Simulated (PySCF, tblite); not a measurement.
**C₄H₁₇N₃Si₃: geometry, infrared bands and NMR shifts, part 1 of 2**

Aim: predict the infrared bands and NMR shifts of C₄H₁₇N₃Si₃ (`CCC[Si@@H]1N[SiH2]N[Si@@H](C)N1`).

Programs: tblite 0.8.0 and PySCF 2.14.0, with density-fitted response routines of our own. Each step states its level of theory. These are calculated values for one molecule in the gas phase, unless marked as measured. Atoms count from 0, in the outputs and in this text.

### Step 1. Starting geometry

27 atoms, charge 0, multiplicity 1; geometry from: force field or distance geometry start.

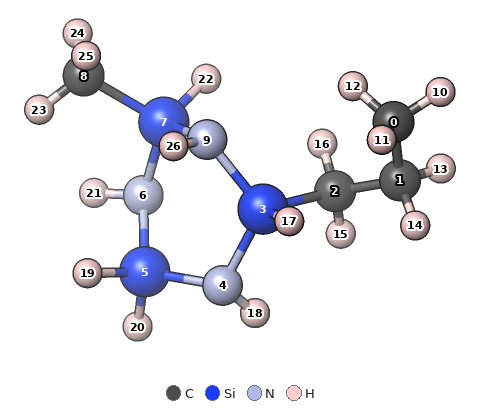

As it starts; carbon dark grey, silicon blue, nitrogen light blue, hydrogen pink, atoms numbered.

### Step 2. Relaxing the molecule with GFN2-xTB

Job settings and geometry (Å):

```
{"job": {"kind": "relax", "xc": "GFN2-xTB", "basis": "xTB"}, "charge": 0, "multiplicity": 1}
C      3.344500     0.633900     0.336700
C      3.073200    -0.605100    -0.474000
C      1.629300    -0.689800    -0.787700
Si     0.529400    -0.737200     0.709300
N     -0.556000    -2.156500     0.593000
Si    -2.229200    -1.736700     0.143100
N     -2.340700    -0.318500    -0.954400
Si    -1.526700     1.129700    -0.333800
C     -2.826100     2.304600     0.353800
N     -0.338000     0.792600     0.936700
H      4.299500     1.084500     0.011400
H      3.365900     0.407200     1.436400
H      2.570900     1.424500     0.150700
H      3.672000    -0.552000    -1.418300
H      3.417200    -1.479600     0.127600
H      1.440800    -1.595200    -1.409000
H      1.353200     0.233300    -1.340600
H      1.371200    -0.933300     1.922100
H     -0.170700    -2.839500    -0.090500
H     -3.056700    -1.520600     1.348500
H     -2.762800    -2.869300    -0.647800
H     -3.378100    -0.164800    -1.102500
H     -0.854700     1.784400    -1.467400
H     -3.781900     1.754500     0.542600
H     -3.043200     3.081500    -0.420100
H     -2.454600     2.767000     1.285000
H     -0.767600     0.826600     1.902200
```

On the command line:

```
> OMP_NUM_THREADS=1 python probes_run.py task.json out
```

The driver reads the jobs from task.json and runs them one after another.

What it wrote:

```text
step      E/eV     max force
  0    -851.49407    1.772
  1    -851.82355    1.220
  2    -851.98526    0.943
  3    -852.08319    0.577
  4    -852.13712    0.457
  5    -852.16595    0.364
  6    -852.19218    0.427
  7    -852.22085    0.360
  8    -852.24577    0.363
  9    -852.26452    0.263
 10    -852.28045    0.302
 11    -852.29735    0.337
 12    -852.31525    0.319
 13    -852.32920    0.258
 14    -852.33750    0.143
 15    -852.34359    0.171
 16    -852.35031    0.173
 17    -852.35644    0.183
 18    -852.36104    0.128
 19    -852.36547    0.161
 20    -852.37100    0.234
 21    -852.37898    0.230
 22    -852.38884    0.208
 23    -852.39453    0.142
 24    -852.39854    0.161
 25    -852.40424    0.168
 26    -852.40854    0.139
 27    -852.41187    0.137
 28    -852.41428    0.099
 29    -852.41781    0.118
 30    -852.42101    0.126
 31    -852.42377    0.101
 32    -852.42561    0.088
 33    -852.42779    0.117
 34    -852.43100    0.129
 35    -852.43496    0.133
 36    -852.43863    0.113
 37    -852.44168    0.101
 38    -852.44474    0.116
 39    -852.44833    0.154
 40    -852.45167    0.159
 41    -852.45398    0.144
 42    -852.45625    0.095
 43    -852.45873    0.108
 44    -852.46131    0.123
 45    -852.46368    0.117
 46    -852.46532    0.097
 47    -852.46695    0.108
 48    -852.46912    0.136
 49    -852.47153    0.120
 50    -852.47379    0.119
 51    -852.47529    0.082
 52    -852.47648    0.081
 53    -852.47753    0.075
 54    -852.47850    0.056
 55    -852.47931    0.057
 56    -852.48027    0.061
 57    -852.48134    0.062
 58    -852.48243    0.065
 59    -852.48339    0.068
 60    -852.48424    0.063
 61    -852.48504    0.068
 62    -852.48583    0.061
 63    -852.48660    0.054
 64    -852.48743    0.057
 65    -852.48859    0.068
 66    -852.48977    0.059
 67    -852.49076    0.065
 68    -852.49164    0.084
 69    -852.49287    0.102
 70    -852.49467    0.106
 71    -852.49707    0.100
 72    -852.49926    0.096
 73    -852.50117    0.100
 74    -852.50270    0.124
 75    -852.50499    0.106
 76    -852.50667    0.080
 77    -852.50789    0.074
 78    -852.50880    0.075
 79    -852.51005    0.087
 80    -852.51164    0.087
 81    -852.51265    0.085
 82    -852.51348    0.062
 83    -852.51465    0.068
 84    -852.51559    0.075
 85    -852.51695    0.084
 86    -852.51788    0.069
 87    -852.51887    0.058
 88    -852.51993    0.089
 89    -852.52098    0.093
 90    -852.52208    0.076
 91    -852.52304    0.078
 92    -852.52395    0.073
 93    -852.52483    0.086
 94    -852.52630    0.079
 95    -852.52766    0.074
 96    -852.52854    0.075
 97    -852.52939    0.075
 98    -852.53027    0.084
 99    -852.53166    0.075
100    -852.53285    0.066
101    -852.53395    0.061
102    -852.53488    0.056
103    -852.53554    0.047
104    -852.53601    0.047
105    -852.53632    0.037
106    -852.53660    0.035
107    -852.53688    0.034
108    -852.53715    0.035
109    -852.53741    0.033
110    -852.53770    0.035
111    -852.53804    0.040
112    -852.53844    0.038
113    -852.53881    0.042
114    -852.53915    0.044
115    -852.53954    0.049
116    -852.54010    0.058
117    -852.54079    0.064
118    -852.54163    0.065
119    -852.54238    0.052
120    -852.54307    0.057
121    -852.54356    0.057
122    -852.54439    0.063
123    -852.54512    0.075
124    -852.54597    0.067
125    -852.54666    0.072
126    -852.54743    0.087
127    -852.54841    0.080
128    -852.55028    0.117
129    -852.55164    0.069
130    -852.55315    0.103
131    -852.55445    0.137
132    -852.55524    0.063
133    -852.55622    0.098
134    -852.55725    0.063
135    -852.55798    0.058
136    -852.55875    0.058
137    -852.55927    0.055
138    -852.55973    0.093
139    -852.55977    0.090
140    -852.56064    0.048
141    -852.56112    0.041
142    -852.56225    0.061
143    -852.56303    0.078
144    -852.56384    0.143
145    -852.56454    0.070
146    -852.56562    0.052
147    -852.56643    0.058
148    -852.56729    0.067
149    -852.56825    0.106
150    -852.56907    0.055
151    -852.56987    0.052
152    -852.57026    0.045
153    -852.57077    0.046
154    -852.57155    0.052
155    -852.57197    0.053
156    -852.57260    0.049
157    -852.57307    0.042
158    -852.57360    0.047
159    -852.57414    0.053
160    -852.57465    0.081
161    -852.57510    0.053
162    -852.57558    0.043
163    -852.57621    0.037
164    -852.57662    0.046
165    -852.57751    0.068
166    -852.57821    0.065
167    -852.57879    0.045
168    -852.57917    0.062
169    -852.57952    0.046
170    -852.57998    0.043
171    -852.58076    0.055
172    -852.58142    0.048
173    -852.58198    0.042
174    -852.58234    0.040
175    -852.58264    0.050
176    -852.58299    0.050
177    -852.58346    0.064
178    -852.58401    0.073
179    -852.58456    0.054
180    -852.58509    0.046
181    -852.58565    0.062
182    -852.58635    0.085
183    -852.58716    0.087
184    -852.58806    0.061
185    -852.58887    0.060
186    -852.58946    0.059
187    -852.59019    0.074
188    -852.59102    0.067
189    -852.59182    0.076
190    -852.59255    0.063
191    -852.59321    0.070
192    -852.59376    0.044
193    -852.59428    0.044
194    -852.59470    0.048
195    -852.59505    0.066
196    -852.59541    0.047
197    -852.59583    0.055
198    -852.59634    0.051
199    -852.59694    0.072
200    -852.59765    0.074
201    -852.59840    0.059
202    -852.59901    0.056
203    -852.59956    0.067
204    -852.60002    0.061
205    -852.60054    0.039
206    -852.60087    0.042
207    -852.60136    0.049
208    -852.60183    0.053
209    -852.60228    0.042
210    -852.60259    0.056
211    -852.60286    0.038
212    -852.60312    0.035
213    -852.60341    0.038
214    -852.60373    0.039
215    -852.60407    0.047
216    -852.60451    0.060
217    -852.60494    0.054
218    -852.60532    0.038
219    -852.60559    0.031
220    -852.60586    0.031
221    -852.60610    0.032
222    -852.60634    0.032
223    -852.60655    0.030
224    -852.60677    0.038
225    -852.60697    0.038
226    -852.60720    0.043
227    -852.60746    0.041
228    -852.60778    0.045
229    -852.60819    0.045
230    -852.60867    0.043
231    -852.60918    0.042
232    -852.60975    0.048
233    -852.61045    0.055
234    -852.61093    0.146
235    -852.61141    0.124
236    -852.61231    0.064
237    -852.61285    0.083
238    -852.61346    0.061
239    -852.61405    0.067
240    -852.61463    0.094
241    -852.61549    0.069
242    -852.61604    0.062
243    -852.61627    0.047
244    -852.61653    0.033
245    -852.61699    0.060
246    -852.61717    0.058
247    -852.61740    0.038
248    -852.61758    0.024
249    -852.61789    0.031
250    -852.61825    0.037
251    -852.61865    0.055
252    -852.61909    0.046
253    -852.61968    0.045
254    -852.62020    0.066
255    -852.62063    0.055
256    -852.62106    0.112
257    -852.62152    0.030
258    -852.62191    0.033
259    -852.62210    0.031
260    -852.62225    0.027
261    -852.62246    0.027
262    -852.62263    0.024
263    -852.62278    0.022
264    -852.62290    0.025
265    -852.62302    0.020
266    -852.62315    0.033
267    -852.62329    0.027
268    -852.62342    0.018
269    -852.62352    0.022
270    -852.62360    0.018
271    -852.62366    0.020
272    -852.62373    0.021
273    -852.62380    0.018
274    -852.62388    0.014
275    -852.62397    0.017
276    -852.62406    0.019
277    -852.62415    0.019
278    -852.62421    0.018
279    -852.62427    0.017
280    -852.62433    0.014
281    -852.62439    0.017
282    -852.62446    0.015
283    -852.62452    0.014
284    -852.62457    0.011
285    -852.62461    0.011
286    -852.62465    0.013
287    -852.62469    0.013
288    -852.62473    0.011
289    -852.62475    0.010
```

Wall time 12 s (1 thread of AMD EPYC, shared host); peak memory 0.19 GiB.

Step by step: (not every step is listed)

```
step  energy from step 0 (eV)  largest force (eV/Å)
   0                   0.0000                1.7718
   1                  -0.3295                1.2200
   2                  -0.4912                0.9432
   3                  -0.5891                0.5772
   4                  -0.6431                0.4570
   5                  -0.6719                0.3641
   6                  -0.6981                0.4272
   7                  -0.7268                0.3601
   8                  -0.7517                0.3633
  35                  -0.9409                0.1327
  62                  -0.9918                0.0609
  89                  -1.0269                0.0935
 116                  -1.0460                0.0580
 143                  -1.0690                0.0784
 170                  -1.0859                0.0430
 197                  -1.1018                0.0554
 224                  -1.1127                0.0384
 251                  -1.1246                0.0546
 278                  -1.1301                0.0185
 284                  -1.1305                0.0114
 285                  -1.1305                0.0106
 286                  -1.1306                0.0135
 287                  -1.1306                0.0126
 288                  -1.1307                0.0112
 289                  -1.1307                0.0104
```

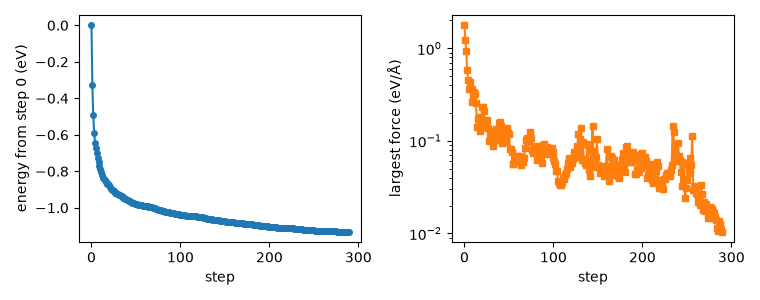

Energy and force, step by step.

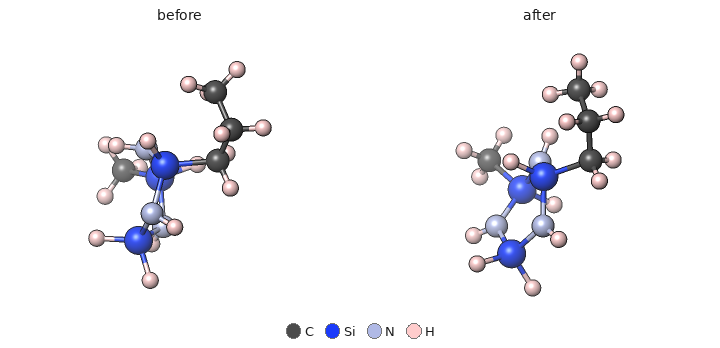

The geometry before (left) and after (right).

Distances of close pairs at the start and the end, largest changes first:

```
  bond  before (Å)  after (Å)  change (Å)
Si5–N6       1.797      1.724      -0.073
Si3–N4       1.791      1.728      -0.063
N4–Si5       1.783      1.722      -0.061
N6–H21       1.059      1.005      -0.055
N9–H26       1.057      1.005      -0.052
N6–Si7       1.773      1.726      -0.047
Si3–N9       1.773      1.728      -0.045
 C1–C2       1.480      1.524      +0.044
```

The end geometry stands in the next job.

### Step 3. Vibrational analysis with GFN2-xTB

Job settings and geometry (Å):

```
{"job": {"kind": "ir", "xc": "GFN2-xTB", "basis": "xTB"}, "charge": 0, "multiplicity": 1}
C      3.201793     0.920034     0.466661
C      3.257931    -0.558829     0.112826
C      2.049733    -1.010759    -0.698415
Si     0.398141    -0.815925     0.219321
N     -0.709840    -1.986509    -0.402773
Si    -2.411285    -1.992845    -0.138369
N     -2.838995    -0.358893     0.204854
Si    -1.993625     1.041181    -0.347031
C     -2.576660     2.551592     0.636369
N     -0.314849     0.731362    -0.070324
H      4.108067     1.225653     0.986161
H      2.349088     1.121331     1.109634
H      3.105363     1.521031    -0.435229
H      4.173200    -0.752605    -0.455243
H      3.312884    -1.144960     1.032267
H      2.190199    -2.059409    -0.962597
H      2.029379    -0.454981    -1.636809
H      0.576433    -1.017143     1.673288
H     -0.322544    -2.821974    -0.803237
H     -2.811257    -2.783759     1.034015
H     -3.028970    -2.503110    -1.370042
H     -3.754422    -0.214674     0.592626
H     -2.216333     1.260128    -1.791046
H     -2.504257     2.394723     1.707693
H     -3.609067     2.787253     0.402108
H     -1.981469     3.423674     0.388698
H      0.301467     1.524838    -0.102411
```

What it wrote:

```text
mode    cm-1     km/mol
  1      29.3      0.24
  2      44.0      0.16
  3      65.3      0.05
  4      85.2      0.62
  5      89.6      0.67
  6     113.3      0.24
  7     134.5      0.74
  8     161.1      4.10
  9     184.5      7.23
 10     203.0      2.34
 11     217.5      0.76
 12     242.2      5.70
 13     252.3      6.72
 14     260.3     12.21
 15     272.2     20.42
 16     291.6    118.46
 17     307.5     92.82
 18     370.1      1.84
 19     419.7      3.23
 20     537.7    135.26
 21     556.7     10.97
 22     619.2     13.15
 23     640.6     24.91
 24     658.4    136.19
 25     663.7     41.28
 26     684.1     35.64
 27     699.9     46.70
 28     716.5     82.14
 29     729.1    231.48
 30     765.4     81.67
 31     776.4    118.36
 32     800.8    236.11
 33     817.0    190.35
 34     838.4     67.15
 35     849.4     46.53
 36     854.1    201.52
 37     947.5      3.23
 38     966.2     85.42
 39     981.8    255.04
 40     984.2    354.53
 41    1026.2     45.42
 42    1065.7     10.94
 43    1133.2     10.13
 44    1149.8     13.07
 45    1188.3    593.14
 46    1199.0    528.12
 47    1216.4     16.73
 48    1254.5      5.14
 49    1311.0     11.78
 50    1353.4      3.54
 51    1375.5     16.47
 52    1412.1      2.17
 53    1486.1      0.73
 54    1494.9      0.03
 55    1503.5      0.18
 56    1504.2      2.92
 57    1506.3      0.40
 58    1510.4      0.89
 59    2121.7    163.63
 60    2128.0    339.84
 61    2170.8    736.73
 62    2204.1    264.89
 63    2940.8     68.66
 64    2970.6     17.46
 65    2981.0     84.14
 66    2988.3     46.98
 67    3023.2     68.42
 68    3028.0     47.98
 69    3042.7     41.85
 70    3045.6     31.04
 71    3052.5     48.49
 72    3056.9     19.82
 73    3497.4      0.27
 74    3508.0      0.62
 75    3512.5      1.44
```

It took 5.9 s on 1 thread of AMD EPYC, shared host; peak memory 0.19 GiB.

Which atoms move in the most intense modes:

```
cm⁻¹  km/mol                                  atoms
 801   236.1                     H19 39 %, H20 38 %
 982   255.0            N6 37 %, H21 27 %, Si5 11 %
 984   354.5                      N4 33 %, H18 27 %
1188   593.1  H26 31 %, N9 20 %, H18 15 %, H21 10 %
1199   528.1   H21 31 %, H18 24 %, N6 20 %, N4 16 %
2128   339.8                               H22 92 %
2171   736.7                     H19 51 %, H20 42 %
2204   264.9                     H20 53 %, H19 45 %
```

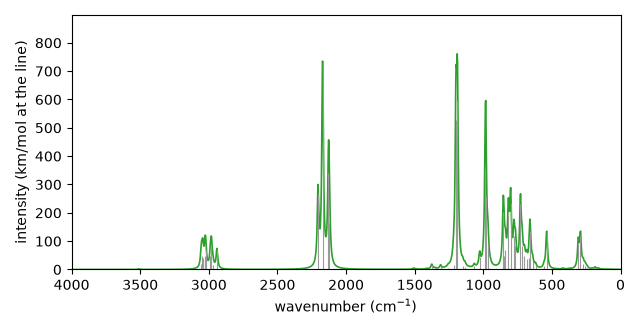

The infrared spectrum from these modes, unscaled. Lines are broadened to a width of 14 cm⁻¹ (Lorentzian).

### Step 4. Geometry optimisation at PBE0-D3(BJ)/def2-SVP

Job settings and geometry (Å):

```
{"job": {"xc": "PBE0", "basis": "def2-SVP", "d3": "d3bj", "grid": 1, "shake": 0.01, "kind": "geom"}, "charge": 0, "multiplicity": 1}
C      3.222200     0.894480     0.470840
C      3.252250    -0.563360     0.110670
C      2.029530    -1.013080    -0.707070
Si     0.431370    -0.813670     0.215790
N     -0.712650    -1.993190    -0.413320
Si    -2.415190    -1.988030    -0.140750
N     -2.829420    -0.360890     0.205100
Si    -1.978170     1.046630    -0.352080
C     -2.578490     2.557000     0.655720
N     -0.317550     0.728930    -0.060300
H      4.099200     1.222740     0.994990
H      2.354890     1.122250     1.116340
H      3.077080     1.531240    -0.444830
H      4.156510    -0.749840    -0.448240
H      3.308440    -1.155720     1.032530
H      2.189670    -2.045350    -0.955120
H      2.031320    -0.443860    -1.638860
H      0.567170    -1.011300     1.679110
H     -0.324690    -2.829800    -0.800950
H     -2.836200    -2.776860     1.038930
H     -3.045360    -2.502500    -1.379680
H     -3.746850    -0.235020     0.583480
H     -2.209240     1.271690    -1.812630
H     -2.509240     2.398000     1.701600
H     -3.593160     2.775340     0.405650
H     -1.991950     3.437730     0.388480
H      0.297740     1.507660    -0.085590
```

What it wrote:

```text
step   0  E = -1194.33565406  max force = 0.033221
step   1  E = -1194.34575459  max force = 0.007222
step   2  E = -1194.34682264  max force = 0.002218
step   3  E = -1194.34703146  max force = 0.001149
step   4  E = -1194.34714123  max force = 0.001373
step   5  E = -1194.34730160  max force = 0.001635
step   6  E = -1194.34743669  max force = 0.001150
step   7  E = -1194.34755661  max force = 0.000448
step   8  E = -1194.34763107  max force = 0.000826
step   9  E = -1194.34771879  max force = 0.001032
step  10  E = -1194.34788128  max force = 0.001322
step  11  E = -1194.34811866  max force = 0.001649
step  12  E = -1194.34821339  max force = 0.001892
step  13  E = -1194.34840066  max force = 0.001267
step  14  E = -1194.34854349  max force = 0.001265
step  15  E = -1194.34866563  max force = 0.000738
step  16  E = -1194.34876756  max force = 0.000788
step  17  E = -1194.34884477  max force = 0.001153
step  18  E = -1194.34888533  max force = 0.000797
step  19  E = -1194.34890421  max force = 0.000566
step  20  E = -1194.34891246  max force = 0.000427
optimisation converged
```

Run time: 26 min. Hardware: 1 thread of AMD EPYC, shared host; peak memory 1.1 GiB.

Step by step:

```
step  energy from step 0 (eV)  largest force component (eV/Å)
   0                   0.0000                          1.7083
   1                  -0.2748                          0.3714
   2                  -0.3039                          0.1141
   3                  -0.3096                          0.0591
   4                  -0.3126                          0.0706
   5                  -0.3169                          0.0841
   6                  -0.3206                          0.0591
   7                  -0.3239                          0.0230
   8                  -0.3259                          0.0425
   9                  -0.3283                          0.0531
  10                  -0.3327                          0.0680
  11                  -0.3392                          0.0848
  12                  -0.3418                          0.0973
  13                  -0.3469                          0.0652
  14                  -0.3507                          0.0650
  15                  -0.3541                          0.0379
  16                  -0.3568                          0.0405
  17                  -0.3589                          0.0593
  18                  -0.3600                          0.0410
  19                  -0.3606                          0.0291
  20                  -0.3608                          0.0220
```

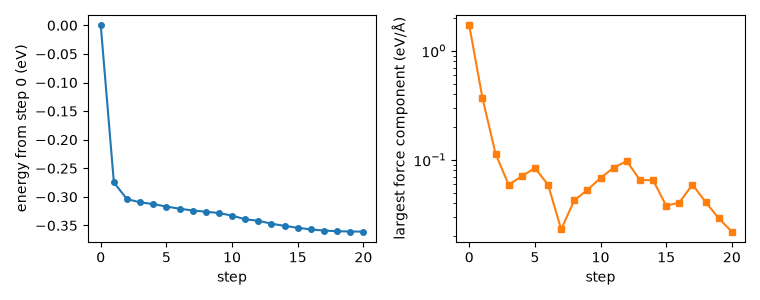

Energy and force, step by step.

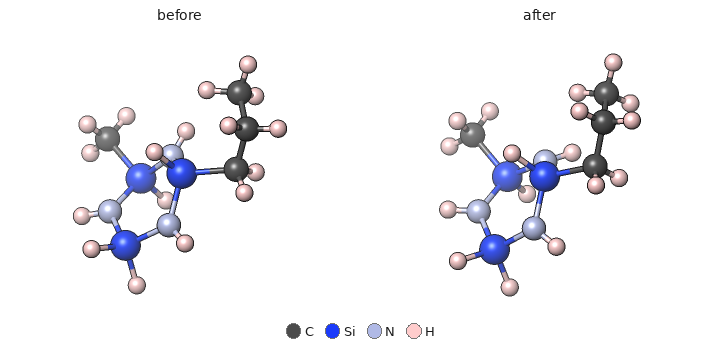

The geometry before (left) and after (right).

Distances of close pairs at the start and the end, largest changes first:

```
  bond  before (Å)  after (Å)  change (Å)
Si7–C8       1.912      1.871      -0.042
C8–H23       1.060      1.101      +0.041
C8–H24       1.068      1.102      +0.035
C2–H15       1.074      1.105      +0.031
Si5–N6       1.714      1.743      +0.028
C0–H10       1.073      1.100      +0.027
C2–Si3       1.856      1.881      +0.025
C1–H13       1.079      1.104      +0.024
```

The final coordinates are the input of the step that follows.

```
                         at the end point                value
  point group (found at 0.08 Å tolerance)                   C1
rotational constants (GHz, main isotopes)  1.138, 0.583, 0.411
                        dipole moment (D)                 1.05
```

(Continued in part 2 of 2.)
